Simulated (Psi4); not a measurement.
# CH6ClNSi (SMILES C[SiH](N)Cl) at 3 levels

We compute a comparison of 3 runs (HF/3-21G, HSE06/6-31G*, B3LYP/6-31G*) of CH6ClNSi. 

The results are computed with Psi4 1.11.

1 further run of the same task is left out (set aside as unsound or not needed).

## (1) Starting point

The species is CH6ClNSi (10 atoms), meant as a singlet with charge 0. As SMILES, `C[SiH](N)Cl`. One bond was lengthened or shortened from a relaxed shape.

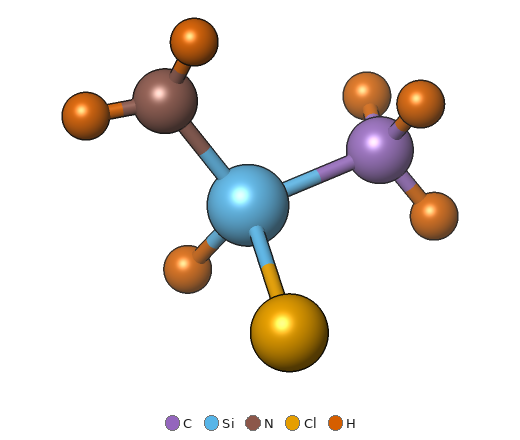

Viewed from a chosen angle; carbon purple, silicon blue, nitrogen brown, chlorine amber, hydrogen orange.

## (2) Energy and forces at HF/3-21G (run 1)

ch6clnsi.in reads:

```
memory 2200 mb

molecule {
  0 1
  C     -1.021887     1.073549    -0.155457
  Si    -0.153187    -0.524351     0.200743
  N      1.103213    -0.265951     1.324943
  Cl     0.594900    -1.392500    -1.900800
  H     -1.817587     0.922749    -0.887457
  H     -1.457087     1.482949     0.759143
  H     -0.324487     1.807549    -0.567257
  H     -1.034087    -1.576251     0.756743
  H      1.749913     0.495849     1.191743
  H      1.565113    -1.055451     1.747943
  symmetry c1
  no_reorient
  no_com
}

set reference rhf
set puream true
set e_convergence 1e-09
set d_convergence 1e-08
set scf_type pk

gradient("scf/3-21G")
```

The run is started by

```sh
psi4 -i ch6clnsi.in -o ch6clnsi.out -n 1
```

ch6clnsi.out:

```text
[...]
  Running in c1 symmetry.
[...]
  Nuclear repulsion =  210.288818347576694
[...]
  Multiplicity = 1
[...]
  Nalpha       = 25
  Nbeta        = 25
[...]
    Number of basis functions: 56
[...]
   @RHF iter   1:  -839.97967310698982   -8.32472e-01   7.32190e-03 DIIS/ADIIS
[...]
   @RHF iter  11:  -840.07187674165505   -4.66116e-12   4.67219e-09 DIIS
[...]
    Orbital Energies [Eh]
    ---------------------
    Doubly Occupied:
       1A   -104.057715     2A    -68.385132     3A    -15.493594
       4A    -11.179638     5A    -10.447281     6A     -7.910344
       7A     -7.907697     8A     -7.907678     9A     -6.183232
      10A     -4.279333    11A     -4.278946    12A     -4.278732
      13A     -1.169153    14A     -1.029543    15A     -0.977342
      16A     -0.726936    17A     -0.685299    18A     -0.597024
      19A     -0.589542    20A     -0.548165    21A     -0.495308
      22A     -0.487091    23A     -0.421939    24A     -0.416643
      25A     -0.410245
[...]
  @RHF Final Energy:  -840.07187674165505
   => Energetics <=
    Nuclear Repulsion Energy =            210.2888183475766937
    One-Electron Energy =               -1578.9942882431105318
    Two-Electron Energy =                 528.6335931538789055
    Total Energy =                       -840.0718767416550463
[...]
 Multipole Moments:
 ------------------------------------------------------------------------------------
     Multipole            Electronic (a.u.)      Nuclear  (a.u.)        Total (a.u.)
 ------------------------------------------------------------------------------------
 L = 1.  Multiply by 2.5417464519 to convert [e a0] to [Debye]
 Dipole X            :        -15.6441420           15.5744216           -0.0697204
 Dipole Y            :         46.9162262          -46.0268933            0.8893329
 Dipole Z            :         35.8715294          -34.3183354            1.5531940
 Magnitude           :                                                    1.7911409
[...]
  -Total Gradient:
     Atom            X                  Y                   Z
    ------   -----------------  -----------------  -----------------
       1        0.007202428964    -0.014062769319     0.013190498700
       2        0.006114332156     0.019637422203     0.011660148173
       3       -0.025673017055     0.005930278890     0.005020999283
       4        0.008942007220    -0.010926739914    -0.025847261859
       5       -0.003267662105    -0.002831766617    -0.003662093575
       6       -0.002705792436     0.003315612680     0.003716009162
       7        0.005054413751     0.002064847576    -0.001959359671
       8       -0.002565496369     0.000924308503     0.006726187819
       9        0.003794222818    -0.000513439408    -0.004840601533
      10        0.003104563055    -0.003537754592    -0.004004526499
[...]
```

It took 3.6 s on 1 thread of Intel Xeon Platinum 8259CL at 2.50GHz (Skylake/Cascade Lake), shared host; peak memory 0.2 GiB.

## (3) Energy and forces at HSE06/6-31G(d) (spherical functions) (run 2)

ch6clnsi.dat reads:

```
memory 2.2 GB

molecule molecule1 {
  0 1
  C
  Si 1 r2
  N 2 r3 1 a3
  Cl 2 r4 3 a4 1 d4
  H 1 r5 2 a5 3 d5
  H 1 r6 5 a6 2 d6
  H 1 r7 5 a7 6 d7
  H 2 r8 3 a8 1 d8
  H 3 r9 2 a9 8 d9
  H 3 r10 9 a10 2 d10

  r2 = 1.853322
  r3 = 1.705619
  a3 = 109.95816
  r4 = 2.3937
  a4 = 113.79106
  d4 = 119.85454
  r5 = 1.091652
  a5 = 110.57459
  d5 = 179.02835
  r6 = 1.092475
  a6 = 108.83053
  d6 = -121.4514
  r7 = 1.093024
  a7 = 107.77048
  d7 = -117.51857
  r8 = 1.48041
  a8 = 107.3628
  d8 = -124.47089
  r9 = 1.008118
  a9 = 119.99564
  d9 = -172.26504
  r10 = 1.007765
  a10 = 110.69773
  d10 = 146.08013
  symmetry c1
  no_reorient
  no_com
}

set {
  basis                6-31G*
  puream               true
  e_convergence        1e-09
  d_convergence        1e-08
  scf_type             pk
  dft_radial_points    99
  dft_spherical_points 590
}

e_tot, wfn = gradient("hse06", return_wfn=True)
oeprop(wfn, "QUADRUPOLE", "MULLIKEN_CHARGES", "DIPOLE")
```

The run is started by

```sh
psi4 -n 1 ch6clnsi.dat ch6clnsi.out
```

ch6clnsi.out:

```text
[...]
  Running in c1 symmetry.
[...]
  Nuclear repulsion =  210.288829173151669
[...]
  Multiplicity = 1
[...]
  Nalpha       = 25
  Nbeta        = 25
[...]
    Number of basis functions: 76
[...]
   @RKS iter   1:  -845.48614199286862   -2.54282e-01   1.14310e-02 DIIS/ADIIS
[...]
   @RKS iter  12:  -845.84571713610319    1.58025e-11   1.97377e-09 DIIS
[...]
  @RKS Final Energy:  -845.84571713610319
   => Energetics <=
    Nuclear Repulsion Energy =            210.2888291731516688
    One-Electron Energy =               -1584.9920322684811254
    Two-Electron Energy =                 577.6095282830054884
    DFT Exchange-Correlation Energy =     -48.7520423237792571
    Empirical Dispersion Energy =           0.0000000000000000
    VV10 Nonlocal Energy =                  0.0000000000000000
    Total Energy =                       -845.8457171361031897
[...]
  -Total Gradient:
     Atom            X                  Y                   Z
    ------   -----------------  -----------------  -----------------
       1        0.005347905962    -0.002716127502     0.001087946044
       2        0.028292950246    -0.021425437702    -0.012362475649
       3        0.000039116919    -0.001421628863    -0.000090873015
       4       -0.037961494350     0.025159398269     0.014349161263
       5        0.000263802016    -0.001316590682     0.001124717325
       6       -0.001851993048     0.000958721801    -0.000880122797
       7        0.000968437712     0.000400988190     0.001354633559
       8        0.002709683874    -0.002265935980    -0.002218991942
       9        0.002644035746     0.002222343677     0.001507570602
      10       -0.000461064647     0.000402297580    -0.003863898336
[...]
 Multipole Moments:
 ------------------------------------------------------------------------------------
     Multipole            Electronic (a.u.)      Nuclear  (a.u.)        Total (a.u.)
 ------------------------------------------------------------------------------------
 L = 1.  Multiply by 2.5417464519 to convert [e a0] to [Debye]
 Dipole X            :         -4.7891476            5.6425211            0.8533735
 Dipole Y            :          4.0139834           -5.2644615           -1.2504781
 Dipole Z            :          4.5492889           -5.0027563           -0.4534674
 Magnitude           :                                                    1.5803716
 L = 2.  Multiply by 1.3450342976 to convert [e a0^2] to [Debye ang]
 Quadrupole XX       :       -192.0627255          160.3515595          -31.7111660
 Quadrupole XY       :        127.6039096         -124.9628837            2.6410260
[...]
  Mulliken Charges: (a.u.)
   Center  Symbol    Alpha    Beta     Spin     Total
       1     C     3.38185  3.38185  0.00000 -0.76370
       2    SI     6.62009  6.62009  0.00000  0.75981
       3     N     3.94018  3.94018  0.00000 -0.88036
       4    CL     8.72245  8.72245  0.00000 -0.44490
       5     H     0.38846  0.38846  0.00000  0.22308
       6     H     0.39281  0.39281  0.00000  0.21437
       7     H     0.39358  0.39358  0.00000  0.21285
       8     H     0.52683  0.52683  0.00000 -0.05366
       9     H     0.31814  0.31814  0.00000  0.36372
      10     H     0.31561  0.31561  0.00000  0.36878
[...]
```

Wall time 85 s (1 thread of Intel Xeon Platinum 8259CL at 2.50GHz (Skylake/Cascade Lake), shared host); peak memory 1.3 GiB.

## (4) Energy and gradient at B3LYP/6-31G(d) (Cartesian functions) (run 3)

ch6clnsi.xyz reads:

```xyz
10
CH6ClNSi
C     -1.021887     1.073549    -0.155457
Si    -0.153187    -0.524351     0.200743
N      1.103213    -0.265951     1.324943
Cl     0.594900    -1.392500    -1.900800
H     -1.817587     0.922749    -0.887457
H     -1.457087     1.482949     0.759143
H     -0.324487     1.807549    -0.567257
H     -1.034087    -1.576251     0.756743
H      1.749913     0.495849     1.191743
H      1.565113    -1.055451     1.747943
```

calc.py reads:

```python
import psi4

psi4.set_memory('2200 MB')
psi4.set_num_threads(1)
psi4.set_output_file('output.dat', False)

with open('ch6clnsi.xyz') as f:
    atoms = ''.join(f.readlines()[2:])
molecule = psi4.geometry('0 1\n' + atoms + 'symmetry c1\nno_reorient\nno_com')

psi4.set_options({
    'puream': False,
    'e_convergence': 1e-09,
    'd_convergence': 1e-08,
    'scf_type': 'pk',
    'dft_radial_points': 99,
    'dft_spherical_points': 590,
})

E, wfn = psi4.gradient('b3lyp/6-31G*', return_wfn=True)
psi4.oeprop(wfn, 'MAYER_INDICES', 'DIPOLE', 'MULLIKEN_CHARGES')
print('gradient / Eh bohr^-1')
print(E.np.round(6))
print(f'energy = {wfn.energy():.10f} Eh')
```

The run is started by

```sh
python calc.py
```

output.dat:

```text
[...]
  Running in c1 symmetry.
[...]
  Nuclear repulsion =  210.288818347576694
[...]
  Multiplicity = 1
[...]
  Nalpha       = 25
  Nbeta        = 25
[...]
    Number of basis functions: 80
[...]
   @RKS iter   1:  -845.83679258731843   -2.46031e-01   1.16413e-02 ADIIS/DIIS
[...]
   @RKS iter  12:  -846.23668609736114   -2.04636e-12   2.86275e-09 DIIS
[...]
    Orbital Energies [Eh]
    ---------------------
    Doubly Occupied:
       1A   -101.497336     2A    -66.187121     3A    -14.343642
       4A    -10.188873     5A     -9.412611     6A     -7.174062
       7A     -7.168200     8A     -7.168110     9A     -5.329537
      10A     -3.690431    11A     -3.687771    12A     -3.686580
      13A     -0.876707    14A     -0.760568    15A     -0.717613
      16A     -0.537161    17A     -0.517121    18A     -0.434032
      19A     -0.428507    20A     -0.398472    21A     -0.352668
      22A     -0.345480    23A     -0.291473    24A     -0.279273
      25A     -0.275202
[...]
  @RKS Final Energy:  -846.23668609736114
   => Energetics <=
    Nuclear Repulsion Energy =            210.2888183475766937
    One-Electron Energy =               -1584.8810168928848725
    Two-Electron Energy =                 579.7897248694802101
    DFT Exchange-Correlation Energy =     -51.4342124215330898
    Empirical Dispersion Energy =           0.0000000000000000
    VV10 Nonlocal Energy =                  0.0000000000000000
    Total Energy =                       -846.2366860973611438
[...]
  -Total Gradient:
     Atom            X                  Y                   Z
    ------   -----------------  -----------------  -----------------
       1       -0.000314785022    -0.001828206223     0.006143796089
       2       -0.008564456470     0.017139961840     0.030387841498
       3        0.001127146432     0.000490775742    -0.000045123512
       4        0.014170280255    -0.015975825788    -0.038137142852
       5        0.001425004825    -0.000572056228     0.001334884476
       6        0.000431518798     0.000302387969    -0.002262259545
       7       -0.000242886243    -0.001876877559     0.000790251637
       8       -0.001667250737     0.001934822862     0.003149183492
       9       -0.003634431272    -0.003992101949     0.000865079836
      10       -0.002734986264     0.004375619324    -0.002221389291
[...]
 Multipole Moments:
 ------------------------------------------------------------------------------------
     Multipole            Electronic (a.u.)      Nuclear  (a.u.)        Total (a.u.)
 ------------------------------------------------------------------------------------
 L = 1.  Multiply by 2.5417464519 to convert [e a0] to [Debye]
 Dipole X            :        -15.5548267           15.5744216            0.0195950
 Dipole Y            :         46.8437989          -46.0268933            0.8169056
 Dipole Z            :         35.6410659          -34.3183354            1.3227305
 Magnitude           :                                                    1.5547780
[...]
  Mulliken Charges: (a.u.)
   Center  Symbol    Alpha    Beta     Spin     Total
       1     C     3.33383  3.33383  0.00000 -0.66766
       2    SI     6.63259  6.63259  0.00000  0.73483
       3     N     3.91264  3.91264  0.00000 -0.82529
       4    CL     8.71814  8.71814  0.00000 -0.43628
       5     H     0.40243  0.40243  0.00000  0.19514
       6     H     0.40664  0.40664  0.00000  0.18672
       7     H     0.40737  0.40737  0.00000  0.18527
       8     H     0.52928  0.52928  0.00000 -0.05857
       9     H     0.32977  0.32977  0.00000  0.34047
      10     H     0.32731  0.32731  0.00000  0.34537
[...]
```

The script printed:

```text
gradient / Eh bohr^-1
[[-3.1500e-04 -1.8280e-03  6.1440e-03]
 [-8.5640e-03  1.7140e-02  3.0388e-02]
 [ 1.1270e-03  4.9100e-04 -4.5000e-05]
 [ 1.4170e-02 -1.5976e-02 -3.8137e-02]
 [ 1.4250e-03 -5.7200e-04  1.3350e-03]
 [ 4.3200e-04  3.0200e-04 -2.2620e-03]
 [-2.4300e-04 -1.8770e-03  7.9000e-04]
 [-1.6670e-03  1.9350e-03  3.1490e-03]
 [-3.6340e-03 -3.9920e-03  8.6500e-04]
 [-2.7350e-03  4.3760e-03 -2.2210e-03]]
energy = -846.2366860974 Eh
```

Wall time 34 s (1 thread of Intel Xeon Platinum 8259CL at 2.50GHz (Skylake/Cascade Lake), shared host); peak memory 1.3 GiB.

## (5) Overview of the runs

```
run                               level         integration grid  Cartesian functions  energy (Eh)  dipole moment (D)  HOMO energy (eV)  LUMO energy (eV)  wall time
  1                            HF/3-21G                        –                   no  -840.071877               4.55            -11.16              3.47      3.6 s
  2  HSE06/6-31G* (spherical functions)  99 radial × 590 angular                   no  -845.845717               4.02             -7.40             -0.31       85 s
  3  B3LYP/6-31G* (Cartesian functions)  99 radial × 590 angular                  yes  -846.236686               3.95             -7.49             -0.11       34 s
```

## (6) Outcome

| quantity | value |
| --- | --- |
| run 3: total energy | -846.23669 Eh |
| run 3: dipole moment | 3.95 D |
| run 3: HOMO energy | -7.49 eV |
| run 3: LUMO energy | -0.11 eV |
| run 3: HOMO–LUMO gap | 7.38 eV |
| run 3: largest force on an atom | 2.248 eV/Å |

**Reading.** The dipole moment (its size) runs from 3.95 D (B3LYP/6-31G*) to 4.55 D (HF/3-21G). The two ends differ in method and basis. The HOMO–LUMO gap runs from 7.09 eV (HSE06/6-31G*) to 14.63 eV (HF/3-21G). Totals of different functionals can't be ranked against each other. All runs together took 2 min, the longest 85 s.
